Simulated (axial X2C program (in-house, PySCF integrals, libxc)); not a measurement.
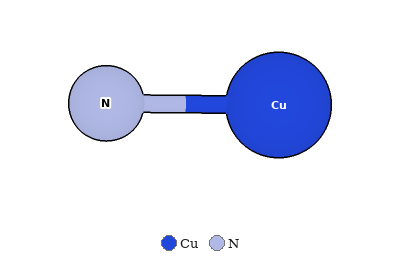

Fig. 1: The molecule at the reference distance of 1.822 Å.

**Relativistic diatomic calculation for CuN⁺**

System: CuN⁺.
Method: EOM-EA-CCSD, two-component X2C with atomic mean-field Coulomb and Gaunt terms, Cu dyall-acv3z, N dyall-av3z (cores contracted) (axial X2C program (in-house, PySCF integrals, libxc)).

## Input file
```
{"zs": [29, 7], "q": 1, "bas": ["dyall-acv3z", "dyall-av3z"], "r0": 1.75, "eom": "ea", "thr": -2.0, "nmax": 92, "grid": [1, 0.96, 1.045, 0.92, 1.09, 1.15]}
```

The line is the task of a batch: nuclear charges, charge, bases, a first guess of the distance and further settings. This report covers the levels named above. The log is that of the reference distance.

Hardware: 1 thread of Intel Xeon @ 2.90GHz (Ice Lake), 64 GiB of memory available, shared host.

The run was one of a batch that the task file lists, launched with:
```bash
python <driver script> task.json out
```

## Output
```
two-component X2C + atomic mean field  HF
basis functions 178  fitting functions 940  grid points 5078
iter        total energy     max residual
   1      -1706.024147343     2.52e-01
   2      -1706.052916272     4.47e-02
   3      -1706.067502088     1.25e-01
   4      -1706.077174480     1.13e-02
   5      -1706.077871620     4.69e-03
   6      -1706.078807249     1.13e-02
   7      -1706.079499764     1.02e-02
   8      -1706.080206430     4.81e-03
   9      -1706.080560655     2.11e-03
  10      -1706.080636481     1.25e-03
  11      -1706.080656015     7.07e-04
  12      -1706.080666324     3.31e-04
  13      -1706.080668394     1.06e-04
  14      -1706.080668730     4.56e-05
  15      -1706.080668765     2.03e-05
  16      -1706.080668775     1.21e-05
  17      -1706.080668779     9.80e-06
  18      -1706.080668782     4.51e-06
  19      -1706.080668782     3.21e-06
  20      -1706.080668783     1.18e-06
converged
one-electron -2472.41461899  Coulomb 780.28749230  exact exchange -72.40108709  xc functional 0.00000000  nuclear repulsion 58.95882207  atomic mean-field constant -0.51127707
correlated 14  virtual 282  natural virtual 92  E(MP2) -0.675258220  MP2 remainder -0.103515195
iter   CCSD correlation   residual
   1     -0.446383021   4.58e-01
   2     -0.507289875   5.25e-01
   3     -0.522522800   1.19e-01
   4     -0.533082301   8.83e-02
   5     -0.535692842   6.18e-02
   6     -0.540081871   4.52e-02
   7     -0.542930094   3.53e-02
   8     -0.543339780   2.68e-02
   9     -0.546174012   2.10e-02
  10     -0.547493145   1.70e-02
  11     -0.547474751   1.29e-02
  12     -0.548367596   1.16e-02
  13     -0.548602588   1.03e-02
  14     -0.548838342   9.15e-03
  15     -0.549430444   8.24e-03
  16     -0.549867492   7.13e-03
  17     -0.550183194   6.38e-03
  18     -0.550662417   5.71e-03
  19     -0.550980624   4.91e-03
  20     -0.551225264   4.23e-03
  21     -0.551538381   3.59e-03
  22     -0.551645624   2.89e-03
  23     -0.551663602   2.44e-03
  24     -0.551756524   2.08e-03
  25     -0.551768262   1.78e-03
  26     -0.551802480   1.60e-03
  27     -0.551873413   1.42e-03
  28     -0.551907720   1.22e-03
  29     -0.551942649   1.07e-03
  30     -0.551984164   9.84e-04
  31     -0.552039022   9.20e-04
  32     -0.552051746   8.39e-04
  33     -0.552100897   7.86e-04
  34     -0.552146814   7.24e-04
  35     -0.552184534   6.53e-04
  36     -0.552207081   5.86e-04
  37     -0.552246118   5.35e-04
  38     -0.552261735   4.54e-04
  39     -0.552276018   3.99e-04
  40     -0.552303462   3.49e-04
  41     -0.552311312   2.84e-04
  42     -0.552317621   2.45e-04
  43     -0.552328478   2.15e-04
  44     -0.552332876   1.89e-04
  45     -0.552336525   1.76e-04
  46     -0.552346553   1.60e-04
  47     -0.552355630   1.42e-04
  48     -0.552355730   1.24e-04
  49     -0.552362641   1.16e-04
  50     -0.552367656   1.05e-04
  51     -0.552370019   9.64e-05
  52     -0.552374286   8.87e-05
  53     -0.552377355   8.09e-05
  54     -0.552381645   7.23e-05
  55     -0.552385184   6.19e-05
  56     -0.552389305   5.45e-05
  57     -0.552389932   4.58e-05
  58     -0.552391207   4.07e-05
  59     -0.552392869   3.70e-05
  60     -0.552394699   3.32e-05
  61     -0.552395116   2.96e-05
  62     -0.552397264   2.75e-05
  63     -0.552398535   2.26e-05
  64     -0.552398909   2.02e-05
  65     -0.552400371   1.89e-05
  66     -0.552401513   1.63e-05
  67     -0.552401841   1.40e-05
  68     -0.552402361   1.23e-05
  69     -0.552402837   1.10e-05
  70     -0.552402995   1.01e-05
(T) None  T1 0.1198  D1 0.3098  max T2 0.309
```

## Outcome

| quantity | value |
| --- | --- |
| outcome | not converged in a step after the SCF shown |
| wall time | 80 s |
| peak memory | 0.87 GiB |

## Diagnosis

The SCF whose log is shown converged, but the driver noted: CCSD of the reference did not converge. The run therefore gave no full result. Limits: CCSD of the reference did not converge.
